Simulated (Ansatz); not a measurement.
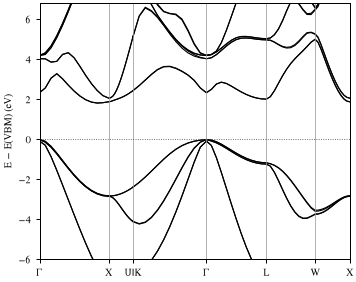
*Band structure from DFT-r²SCAN with spin–orbit coupling in the program Ansatz with PAW potentials*

Q: Read off the gap and where the band edges lie.

A: About 1.8 eV (1.82 eV by a search for the band edges); maximum at Γ, minimum on the Γ–X line, 85 % of the way from Γ.

The material is GaP (zinc blende, space group No. 216).

Space group F-43m (zinc blende). The r²SCAN relaxation kept the symmetry of its start; phonons on a q-mesh show no instability.

Potentials: the earlier of the program's two PAW sets.
